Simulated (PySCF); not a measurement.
# ClH4PSi: NMR shifts at several levels of theory, part 2 of 2

PySCF 2.14.0. Atoms count from 0. Earlier steps stand in the parts before.

### Step 7. Nuclear shieldings: CAM-B3LYP/pcSseg-2

The job: settings as JSON, then the geometry in Å.

```
{"job": {"kind": "nmr", "xc": "CAM-B3LYP", "basis": "pcSseg-2", "pop": false}, "charge": 0, "multiplicity": 1}
P     -0.143821    -1.289114    -1.810786
Si    -2.203127    -0.864354    -0.989599
Cl    -3.500842    -2.311877    -1.704339
H      0.076442    -2.372399    -0.904532
H      0.449065    -0.322324    -0.936045
H     -2.650655     0.466089    -1.490394
H     -2.275473    -0.887173     0.499270
```

Method: GIAO CAM-B3LYP/pcSseg-2 NMR shielding, non-relativistic, gas phase.

Standard output:

```text
coarse grid: 7352 points
cycle   1  E = -1093.5459901114  dE = -6.419e-02  |g| = 3.027e-01  |ddm| = 1.877e+00
cycle   2  E = -1093.5558326649  dE = -9.843e-03  |g| = 2.733e-01  |ddm| = 4.964e-01
cycle   3  E = -1093.5729147311  dE = -1.708e-02  |g| = 2.477e-02  |ddm| = 2.393e-01
cycle   4  E = -1093.5730416337  dE = -1.269e-04  |g| = 5.515e-03  |ddm| = 2.595e-02
cycle   5  E = -1093.5730552293  dE = -1.360e-05  |g| = 2.118e-03  |ddm| = 1.078e-02
cycle   6  E = -1093.5730565314  dE = -1.302e-06  |g| = 4.111e-04  |ddm| = 2.585e-03
final grid: 57088 points
cycle   7  E = -1093.5804650027  dE = -9.807e-06  |g| = 1.704e-03  |ddm| = 8.151e-03
cycle   8  E = -1093.5804651796  dE = -1.769e-07  |g| = 1.072e-03  |ddm| = 1.947e-03
cycle   9  E = -1093.5804653797  dE = -2.002e-07  |g| = 2.058e-04  |ddm| = 9.700e-04
cycle  10  E = -1093.5804653865  dE = -6.772e-09  |g| = 3.304e-05  |ddm| = 1.539e-04
cycle  11  E = -1093.5804653868  dE = -2.451e-10  |g| = 1.134e-05  |ddm| = 4.870e-05
converged SCF energy = -1093.5804653868

GIAO shielding tensors (ppm)
atom      isotropic    diamagn.    paramagn.     s11        s22        s33       span
  0 P      556.677     966.366    -409.689    499.806    551.944    618.281    118.475
  1 Si     335.507     875.836    -540.329    274.054    338.166    394.300    120.246
  2 Cl     978.713    1146.704    -167.990    930.660    973.816   1031.664    101.004
  3 H       29.340      30.148      -0.809     24.784     27.318     35.916     11.132
  4 H       29.595      31.666      -2.072     25.211     26.314     37.259     12.048
  5 H       26.034      28.181      -2.146     22.176     24.833     31.094      8.918
  6 H       25.691      28.921      -3.230     21.485     24.786     30.802      9.317
```

Wall time 13 s (1 thread of Arm Neoverse V2, shared host); peak memory 0.91 GiB.

In short: δ P0 -273.0, Si1 -6.6, Cl2 -44, H5 5.47, H3 1.87 ppm (means over like atoms).

### Step 8. Shielding tensors: wB97X-D/pcSseg-2

Same as in step 7 but for these lines:

```diff
@@ -1,2 +1,2 @@
-{"job": {"kind": "nmr", "xc": "CAM-B3LYP", "basis": "pcSseg-2", "pop": false}, "charge": 0, "multiplicity": 1}
+{"job": {"kind": "nmr", "xc": "wB97X-D", "basis": "pcSseg-2", "pop": false}, "charge": 0, "multiplicity": 1}
 P     -0.143821    -1.289114    -1.810786
```

Level: GIAO wB97X-D/pcSseg-2 NMR shielding, non-relativistic, gas phase.

Standard output:

```text
coarse grid: 7352 points
cycle   1  E = -1093.4967095567  dE = -7.905e-02  |g| = 3.104e-01  |ddm| = 1.889e+00
cycle   2  E = -1093.5130391612  dE = -1.633e-02  |g| = 2.488e-01  |ddm| = 4.895e-01
cycle   3  E = -1093.5269460183  dE = -1.391e-02  |g| = 2.444e-02  |ddm| = 2.101e-01
cycle   4  E = -1093.5271138874  dE = -1.679e-04  |g| = 6.174e-03  |ddm| = 3.115e-02
cycle   5  E = -1093.5271360590  dE = -2.217e-05  |g| = 1.988e-03  |ddm| = 1.407e-02
cycle   6  E = -1093.5271376271  dE = -1.568e-06  |g| = 5.132e-04  |ddm| = 3.535e-03
final grid: 57088 points
cycle   7  E = -1093.5473493405  dE = -9.407e-05  |g| = 4.138e-03  |ddm| = 2.634e-02
cycle   8  E = -1093.5473522484  dE = -2.908e-06  |g| = 2.553e-03  |ddm| = 6.630e-03
cycle   9  E = -1093.5473535379  dE = -1.290e-06  |g| = 4.156e-04  |ddm| = 2.390e-03
cycle  10  E = -1093.5473535698  dE = -3.191e-08  |g| = 1.016e-04  |ddm| = 3.729e-04
cycle  11  E = -1093.5473535751  dE = -5.270e-09  |g| = 4.078e-05  |ddm| = 1.988e-04
cycle  12  E = -1093.5473535757  dE = -6.808e-10  |g| = 1.132e-05  |ddm| = 6.471e-05
converged SCF energy = -1093.5473535757

GIAO shielding tensors (ppm)
atom      isotropic    diamagn.    paramagn.     s11        s22        s33       span
  0 P      571.590     966.808    -395.218    514.503    564.617    635.652    121.149
  1 Si     347.861     876.270    -528.409    288.238    349.981    405.365    117.127
  2 Cl     983.837    1146.539    -162.702    937.544    980.693   1033.275     95.732
  3 H       29.324      30.135      -0.810     24.672     27.219     36.082     11.410
  4 H       29.596      31.824      -2.228     25.112     26.236     37.439     12.327
  5 H       26.032      28.228      -2.196     22.172     24.790     31.133      8.961
  6 H       25.716      29.067      -3.351     21.510     24.765     30.871      9.361
```

It took 13 s on 1 thread of Arm Neoverse V2, shared host; peak memory 0.89 GiB.

This run: δ P0 -278.5, Si1 -7.2, Cl2 -48, H5 5.48, H3 1.90 ppm (means over like atoms).

### Step 9. Shielding tensors: LC-wPBE/pcSseg-2

Same as in step 8 but for these lines:

```diff
@@ -1,2 +1,2 @@
-{"job": {"kind": "nmr", "xc": "wB97X-D", "basis": "pcSseg-2", "pop": false}, "charge": 0, "multiplicity": 1}
+{"job": {"kind": "nmr", "xc": "LC-wPBE", "basis": "pcSseg-2", "pop": false}, "charge": 0, "multiplicity": 1}
 P     -0.143821    -1.289114    -1.810786
```

Level: GIAO LC-wPBE/pcSseg-2 NMR shielding, non-relativistic, gas phase.

Standard output:

```text
coarse grid: 7352 points
cycle   1  E = -1093.1722360160  dE = -9.670e-02  |g| = 3.476e-01  |ddm| = 1.896e+00
cycle   2  E = -1093.1983351947  dE = -2.610e-02  |g| = 2.367e-01  |ddm| = 4.688e-01
cycle   3  E = -1093.2097065554  dE = -1.137e-02  |g| = 3.028e-02  |ddm| = 1.901e-01
cycle   4  E = -1093.2100144446  dE = -3.079e-04  |g| = 8.420e-03  |ddm| = 4.063e-02
cycle   5  E = -1093.2100608983  dE = -4.645e-05  |g| = 1.721e-03  |ddm| = 1.974e-02
cycle   6  E = -1093.2100635561  dE = -2.658e-06  |g| = 4.852e-04  |ddm| = 4.910e-03
final grid: 57088 points
cycle   7  E = -1093.2366165170  dE = -7.700e-05  |g| = 6.690e-03  |ddm| = 1.677e-02
cycle   8  E = -1093.2366182390  dE = -1.722e-06  |g| = 2.914e-03  |ddm| = 2.558e-03
cycle   9  E = -1093.2366187983  dE = -5.592e-07  |g| = 1.818e-04  |ddm| = 1.251e-03
cycle  10  E = -1093.2366187617  dE =  3.657e-08  |g| = 7.912e-05  |ddm| = 2.812e-04
cycle  11  E = -1093.2366188092  dE = -4.753e-08  |g| = 2.587e-05  |ddm| = 1.216e-04
cycle  12  E = -1093.2366188096  dE = -3.911e-10  |g| = 6.772e-06  |ddm| = 5.924e-05
converged SCF energy = -1093.2366188096

GIAO shielding tensors (ppm)
atom      isotropic    diamagn.    paramagn.     s11        s22        s33       span
  0 P      584.243     966.406    -382.163    526.446    574.837    651.447    125.001
  1 Si     354.302     876.063    -521.761    296.996    354.674    411.234    114.237
  2 Cl    1000.476    1146.410    -145.935    957.760    999.985   1043.682     85.922
  3 H       29.291      30.141      -0.850     24.507     27.100     36.267     11.759
  4 H       29.600      31.781      -2.181     24.989     26.162     37.648     12.659
  5 H       26.098      28.189      -2.091     22.240     24.818     31.237      8.997
  6 H       25.843      29.004      -3.161     21.675     24.827     31.027      9.352
```

Run time: 15 s. Hardware: 1 thread of Arm Neoverse V2, shared host; peak memory 0.82 GiB.

In short: δ P0 -292.3, Si1 -7.6, Cl2 -56, H5 5.35, H3 1.87 ppm (means over like atoms).

### Step 10. Nuclear shieldings: PBE0/STO-3G

Same as in step 9 but for these lines:

```diff
@@ -1,2 +1,2 @@
-{"job": {"kind": "nmr", "xc": "LC-wPBE", "basis": "pcSseg-2", "pop": false}, "charge": 0, "multiplicity": 1}
+{"job": {"kind": "nmr", "xc": "PBE0", "basis": "STO-3G", "pop": true}, "charge": 0, "multiplicity": 1}
 P     -0.143821    -1.289114    -1.810786
```

With the program's defaults for keys left out, this is: GIAO PBE0/STO-3G NMR shielding, non-relativistic, gas phase.

Standard output:

```text
coarse grid: 7352 points
cycle   1  E = -1080.8923883251  dE = -6.295e-01  |g| = 2.708e-01  |ddm| = 2.874e+00
cycle   2  E = -1080.9085023211  dE = -1.611e-02  |g| = 2.319e-01  |ddm| = 1.104e+00
cycle   3  E = -1080.9322078689  dE = -2.371e-02  |g| = 1.202e-02  |ddm| = 4.811e-01
cycle   4  E = -1080.9322849720  dE = -7.710e-05  |g| = 3.004e-03  |ddm| = 3.753e-02
cycle   5  E = -1080.9322891180  dE = -4.146e-06  |g| = 6.348e-04  |ddm| = 7.209e-03
final grid: 57088 points
cycle   6  E = -1080.8911899564  dE = -1.556e-06  |g| = 1.176e-03  |ddm| = 5.707e-03
cycle   7  E = -1080.8911901778  dE = -2.213e-07  |g| = 9.547e-04  |ddm| = 4.197e-03
cycle   8  E = -1080.8911905798  dE = -4.020e-07  |g| = 5.516e-05  |ddm| = 1.872e-03
cycle   9  E = -1080.8911905811  dE = -1.302e-09  |g| = 6.013e-06  |ddm| = 1.179e-04
cycle  10  E = -1080.8911905811  dE = -1.728e-11  |g| = 9.843e-07  |ddm| = 1.539e-05
converged SCF energy = -1080.8911905811

GIAO shielding tensors (ppm)
atom      isotropic    diamagn.    paramagn.     s11        s22        s33       span
  0 P      734.775     954.947    -220.172    702.463    722.888    778.974     76.511
  1 Si     516.657     868.402    -351.746    436.222    521.606    592.143    155.921
  2 Cl    1208.661    1127.441      81.220   1077.716   1270.774   1277.494    199.778
  3 H       32.001      32.265      -0.264     26.394     29.975     39.634     13.240
  4 H       32.202      34.681      -2.479     26.729     29.170     40.707     13.979
  5 H       29.769      30.715      -0.946     25.414     27.570     36.324     10.910
  6 H       29.759      32.122      -2.363     25.294     27.650     36.334     11.040
```

It took 1.4 s on 1 thread of Arm Neoverse V2, shared host; peak memory 0.43 GiB.

In short: δ P0 -30.1, Si1 0.9, Cl2 -183, H5 2.84, H3 0.50 ppm (means over like atoms).

### Step 11. Nuclear shieldings: PBE0/6-31G

Same as in step 10 but for these lines:

```diff
@@ -1,2 +1,2 @@
-{"job": {"kind": "nmr", "xc": "PBE0", "basis": "STO-3G", "pop": true}, "charge": 0, "multiplicity": 1}
+{"job": {"kind": "nmr", "xc": "PBE0", "basis": "6-31G", "pop": true}, "charge": 0, "multiplicity": 1}
 P     -0.143821    -1.289114    -1.810786
```

Method: GIAO PBE0/6-31G NMR shielding, non-relativistic, gas phase.

Standard output:

```text
coarse grid: 7352 points
cycle   1  E = -1092.9459170440  dE =  9.601e-02  |g| = 2.734e-01  |ddm| = 2.344e+00
cycle   2  E = -1092.9433221041  dE =  2.595e-03  |g| = 3.092e-01  |ddm| = 1.130e+00
cycle   3  E = -1092.9792108162  dE = -3.589e-02  |g| = 1.154e-02  |ddm| = 5.723e-01
cycle   4  E = -1092.9792649486  dE = -5.413e-05  |g| = 4.208e-03  |ddm| = 3.051e-02
cycle   5  E = -1092.9792710448  dE = -6.096e-06  |g| = 1.395e-03  |ddm| = 9.896e-03
final grid: 57088 points
cycle   6  E = -1092.9358142933  dE = -3.038e-06  |g| = 3.482e-03  |ddm| = 1.796e-02
cycle   7  E = -1092.9358140816  dE =  2.117e-07  |g| = 3.567e-03  |ddm| = 1.312e-02
cycle   8  E = -1092.9358191510  dE = -5.069e-06  |g| = 3.161e-05  |ddm| = 6.702e-03
cycle   9  E = -1092.9358191515  dE = -5.243e-10  |g| = 1.283e-05  |ddm| = 1.177e-04
converged SCF energy = -1092.9358191515

GIAO shielding tensors (ppm)
atom      isotropic    diamagn.    paramagn.     s11        s22        s33       span
  0 P      631.917     966.790    -334.873    579.874    614.865    701.011    121.137
  1 Si     416.706     879.114    -462.408    345.309    417.118    487.689    142.380
  2 Cl    1057.009    1145.592     -88.583    990.256   1062.602   1118.168    127.912
  3 H       30.746      30.152       0.594     25.702     28.346     38.190     12.489
  4 H       30.982      30.547       0.436     25.814     27.511     39.620     13.806
  5 H       27.540      28.374      -0.834     23.195     25.750     33.675     10.480
  6 H       27.191      28.183      -0.992     22.491     25.753     33.328     10.838
```

It took 2.6 s on 1 thread of Arm Neoverse V2, shared host; peak memory 0.43 GiB.

This run: δ P0 -267.6, Si1 28.0, Cl2 -126, H5 5.25, H3 1.75 ppm (means over like atoms).

### Step 12. Run by run: NMR shifts

Shifts (ppm), means over like atoms, with basis size and wall time:

```csv
run,H5,H3,P0,Si1,Cl2,functions,time
PBE0/pcSseg-2,5.63,1.93,-279.3,-5.7,-40,185,8.9 s
mPW1PW91/pcSseg-2,5.59,1.91,-276.7,-5.3,-42,185,9.2 s
WP04/pcSseg-2,4.95,1.63,-231.2,-1.8,-63,185,9.2 s
B97-2/pcSseg-2,5.54,1.91,-269.8,-5.9,-44,185,9.3 s
BHandHLYP/pcSseg-2,5.33,1.84,-262.2,-7.5,-55,185,9.2 s
CAM-B3LYP/pcSseg-2,5.47,1.87,-273.0,-6.6,-44,185,13 s
wB97X-D/pcSseg-2,5.48,1.90,-278.5,-7.2,-48,185,13 s
LC-wPBE/pcSseg-2,5.35,1.87,-292.3,-7.6,-56,185,15 s
PBE0/STO-3G,2.84,0.50,-30.1,0.9,-183,31,1.4 s
PBE0/6-31G,5.25,1.75,-267.6,28.0,-126,47,2.6 s
```

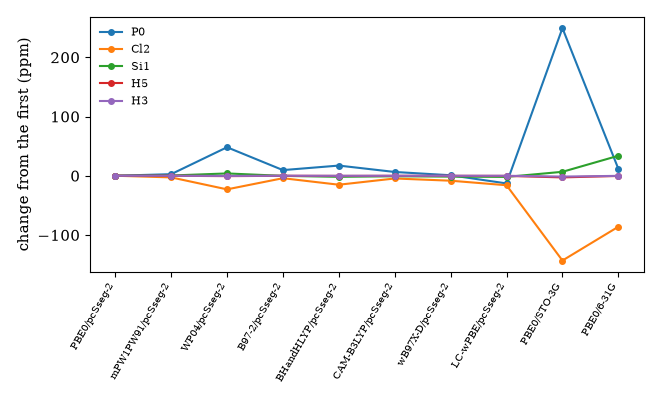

How the tabulated atoms move from run to run.

### Step 13. Outcome

The summary covers parts 1 to 2.

```
                                                              quantity                                             value
¹H shifts against TMS (PBE0/pcSseg-2, means over atoms taken as alike)                                    5.63, 1.93 ppm
                              ³¹P shifts against H3PO4 (PBE0/pcSseg-2)                                        -279.3 ppm
                               ²⁹Si shifts against TMS (PBE0/pcSseg-2)                                          -5.7 ppm
                               ³⁵Cl shifts against HCl (PBE0/pcSseg-2)                                           -40 ppm
                                              range of the shift of P0                               -292.3 to -30.1 ppm
                                         property runs in this session  10, of which 0 failed and 1 gave unsound results
```

**Reading.** Single values in the summary come from the first run of each kind that ended normally (PBE0/pcSseg-2), which need not be the best level. In ppm, P0 moves most: its shift spreads over 262.2 ppm, from -292.3 (LC-wPBE/pcSseg-2) to -30.1 (PBE0/STO-3G). A minimal basis is unusable for shieldings, so that end is no result.
